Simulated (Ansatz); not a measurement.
# The perfect W wire along [111], 24 atoms a period, part 2 of 2

Aim: is the W wire along [111], 24 atoms a period a metal or a semiconductor?

Ansatz 0.2.0; DFT PBE, plane waves, PAW; relaxation of a wire's period; PAW set soft_1 (the session's first sound run).

So far: The starting structure; Relaxation of atoms and period.

## Step 2: Relaxation of atoms and period (continued)

Relaxation path:

```
step  energy less that of the first step (eV)  largest force component (eV/Å)  pressure (GPa)  volume (Å³)
   1                                   0.0000                          1.6848           -5.10       911.97
   2                                  -0.3443                          1.9989            4.67       880.94
   3                                  -1.1525                          0.8044            0.29       896.73
   4                                  -1.3607                          0.2065           -0.37       896.38
   5                                  -1.3428                          0.2696            0.03       898.22
   6                                  -1.3839                          0.0208           -0.05       896.51
  7*                                  -1.3806                          0.0207           -0.05       896.51
```

Relaxation steps marked * repeat the geometry before them on a plane-wave basis chosen anew for their cell, so energy and pressure can jump there. Relaxation step 5 was tried and not accepted.

The run keeps the 2 symmetry operations that it works with, so distortions that break them were not tested.

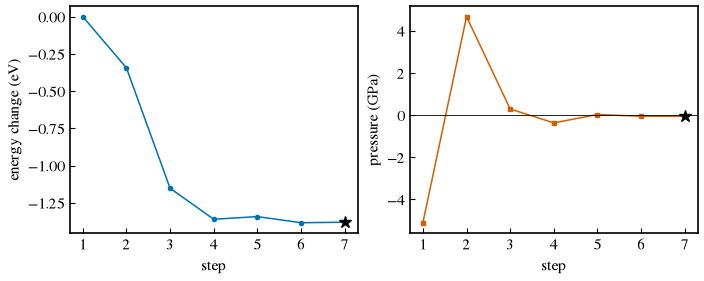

Energy and pressure along the relaxation. Stars mark steps on a basis chosen anew.

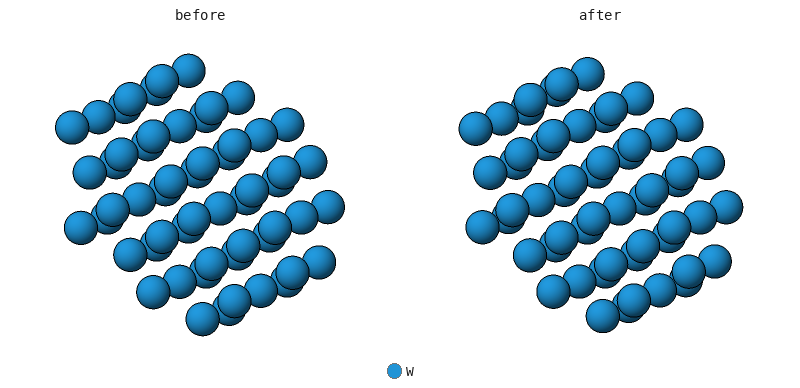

Before and after, at one scale.

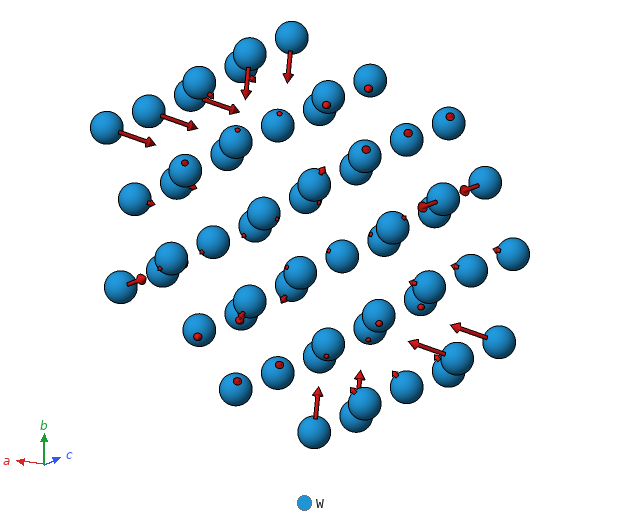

Displacements in the relaxation, exaggerated, measured against the changing cell; the longest in the cell stands for 0.19 Å. 1×1×2 cells are drawn. Some periodic images of atoms are drawn too.

```
cell as run  before  after  change
      c (Å)   2.745  2.699  -1.7 %
```

The atoms that moved most (Å, along periodic axes as changes of fractional coordinates times the final cell, across vacuum about the mean position):

```
atom      dx      dy      dz  length
 W13   0.127   0.073  -0.128   0.195
 W24  -0.127  -0.073   0.128   0.195
  W7   0.016   0.142   0.062   0.156
 W10  -0.016  -0.142  -0.062   0.156
  W5   0.130  -0.058   0.063   0.155
 W12  -0.130   0.058  -0.063   0.155
 W18  -0.019  -0.009  -0.044   0.049
  W2   0.019   0.009   0.044   0.049
```

This step gave:

| Item | Value |
| --- | --- |
| energy at zero smearing | -249237.1451 eV |
| cell length along the wire | 2.699 Å |

The cell's length comes to 2.699 Å with spin left out.

## Step 3: Bands of the perfect wire

This step: DFT PBE, plane waves, PAW; bands of a perfect wire; PAW set soft_1 (Ansatz 0.2.0).

At the relaxed period the bands are computed along the axis; those that cross an energy going forward count the channels that a perfect wire would open there.

Input file input.yaml:

```yaml
crystal:
  lattice:
    - [18.008, 0.0, 0.0]
    - [0.0, 18.447, 0.0]
    - [0.0, 0.0, 2.6987589051]
  atoms:
    - { symbol: W, position: [0.190948112, 0.465331869, 0.997543416] }
    - { symbol: W, position: [0.314329249, 0.675866717, 0.016417484] }
    - { symbol: W, position: [0.438483377, 0.465356812, 0.995920887] }
    - { symbol: W, position: [0.561837267, 0.676517093, 0.997294377] }
    - { symbol: W, position: [0.196000457, 0.602094807, 0.356641018] }
    - { symbol: W, position: [0.312372355, 0.394265224, 0.322638991] }
    - { symbol: W, position: [0.438653246, 0.192023689, 0.356256096] }
    - { symbol: W, position: [0.436414132, 0.607439972, 0.333477429] }
    - { symbol: W, position: [0.563566015, 0.392577577, 0.333189238] }
    - { symbol: W, position: [0.561326901, 0.80799386, 0.310410571] }
    - { symbol: W, position: [0.687607792, 0.605752325, 0.344027675] }
    - { symbol: W, position: [0.80397969, 0.397922742, 0.310025649] }
    - { symbol: W, position: [0.195871707, 0.328600272, 0.619289334] }
    - { symbol: W, position: [0.31239034, 0.535954072, 0.669529467] }
    - { symbol: W, position: [0.43814288, 0.323500456, 0.669372289] }
    - { symbol: W, position: [0.436751249, 0.744862724, 0.650481523] }
    - { symbol: W, position: [0.56149677, 0.534660737, 0.67074578] }
    - { symbol: W, position: [0.685650898, 0.324150832, 0.650249183] }
    - { symbol: W, position: [0.685185266, 0.743969278, 0.668876195] }
    - { symbol: W, position: [0.809032035, 0.53468568, 0.669123251] }
    - { symbol: W, position: [0.314794881, 0.256048271, 0.997790472] }
    - { symbol: W, position: [0.563228898, 0.255154825, 0.016185144] }
    - { symbol: W, position: [0.687589807, 0.464063477, 0.9971372] }
    - { symbol: W, position: [0.80410844, 0.671417277, 0.047377333] }
kpoints:
  mp_grid: { grid: [1, 1, 30] }
  band_path: { path: ["Γ", Z], npoints: 90 }
scf:
  occupations: { method: fermi_dirac, width: 0.05 }
hamiltonian:
  xc: pbe
  pseudopotentials: { kind: paw, azcp: { folder: soft_1 } }
output:
  dos: { e_range: [-5, 4] }
  write_potential: true
  write_density: true
  volumetric_format: npy
```

Command:

```console
ansatz run input.yaml --threads 4 --pin off --max-ram 16384MiB --backend cpu --events-out ev --progress --plain --runs-dir out
```

Numbers of over 12 decimals in the logs are rounded to 6 here.

Log:

```text
[...]
Crystal: 24 atoms, lattice volume = 896.510 Å³
Basis set: ecut = 420 eV, 17597 PW (Γ)
Bands: 202, of which v1, the nominal top of the filled ones, is band 168 counted from 1 (167 counted from 0)
Symmetry: 2 space group operations
[...]
k-points: 16 of 30
[...]
SCF iter   1: F=—  HF=-249251.230638 eV  |F-HF|=—  |Δ(HF+E_count)|=         —  Δρ=4.79e-2  dr2=1.28e2  ethr=3.10e-3  ⟨swp⟩=9.9  Hψ=16146  notcnv=0  defer=20
[...]
SCF iter  11: F=-249237.222866 eV  HF=-249237.222866 eV  |F-HF|=1.24e-8  |Δ(HF+E_count)|=   3.15e-7  Δρ=1.49e-6  dr2=2.95e-8  ethr=2.98e-11  ⟨swp⟩=15.7  Hψ=11514  notcnv=0
SCF 1 converged in 11 iterations: F = -249237.222866 eV  dr2 = 2.95e-8
[...]
NSCF: frozen V_eff on 91 k-points
WARN: The output density's exchange-correlation potential varies sharply where the density is thin. Do not read a vacuum level from v_tot or v_xc, or from such a field of the output density. On a cell that repeats whose density bears no net charge and no dipole along the vacuum's axis use v_es (v_loc + v_h of the components); under efield.dipole_correction with no amplitude use v_es + v_field, which holds any externa [...]
SCF converged after 11 iterations
Free energy (F): -249237.222866 eV
[...]
Internal energy: -249237.067284 eV  (E = F + TS)
E sigma→0 (E₀):  -249237.145075 eV
Entropy (-TS):   -0.155581 eV (-6.483 meV/atom)
Fermi energy:    6.979206 eV
[...]
--- Band table (eV; the first three rows and the last of 16) ---
  k-point 0: bands = [... 164 lower, 6.5296, 6.6321, 6.7114, 6.7205, 6.8351, 6.8749, 7.3111, 7.4273, ... 30 higher]
  k-point 1: bands = [... 164 lower, 6.5224, 6.6194, 6.6437, 6.7344, 6.8228, 6.8537, 7.2684, 7.3991, ... 30 higher]
  k-point 2: bands = [... 164 lower, 6.4307, 6.5190, 6.5722, 6.7080, 6.7685, 6.7946, 7.1557, 7.3102, ... 30 higher]
  k-point 15: bands = [... 164 lower, 7.5139, 7.5213, 7.6198, 7.6987, 7.7327, 7.8211, 7.9270, 7.9391, ... 30 higher]
```

Wall time 3.6 min (4 threads of Intel Xeon Platinum 8375C at 2.90GHz (Ice Lake), shared host); peak memory 8.4 GiB; 14 min of CPU time.

The column dr2 measures how far the density is from self-consistency, as an energy; F and HF (Harris–Foulkes) agree once it is small.

Numbers from this step:

```
band gap : 0 eV
```

The electronic bands at the labelled points (eV, zero at the Fermi level; # counts the bands kept):

```
point    #45    #46    #47    #48   #49   #50   #51   #52
    Γ  -0.27  -0.26  -0.14  -0.10  0.33  0.45  0.60  0.63
    Z   0.64   0.72   0.75   0.84  0.95  0.96  1.01  1.15
```

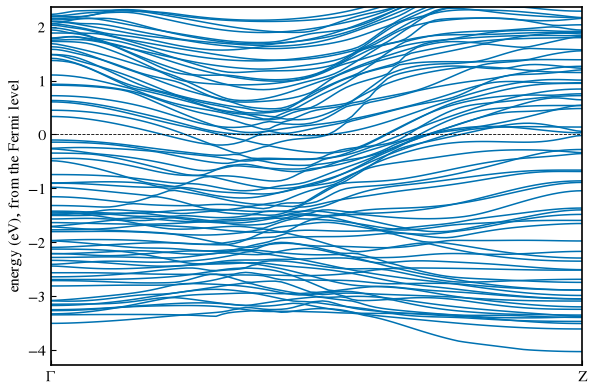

Electronic bands along the path.

Between Γ and Z the bands cross the Fermi level 20 times, so a perfect wire would conduct at least 20 G₀, with spin left out.

## Step 4: Results

```
cell length, PBE                                            : 2.699 Å
ballistic conductance by band crossings, a lower bound, PBE : 20 G₀
```

Under PBE the cell's length is 2.70 Å, and the bands cross the Fermi level 20 times between Γ and Z, which gives a perfect wire at least 20 G₀ (opposite crossings within one step of the path cancel in such a count). No spin was allowed, though thin wires with open d shells can turn magnetic. Spin-orbit coupling is left out, which matters for the bands of heavy atoms.

[Logs are printed without paths, hosts, clocks, repeated set-up lines and the standing remarks that a program may print on its own settings, such as how far it seeks lower states.]

[Hosts, paths, dates, database ids (printed as entryN), source tags and the programs' standing remarks are cut or masked in the printed files.]
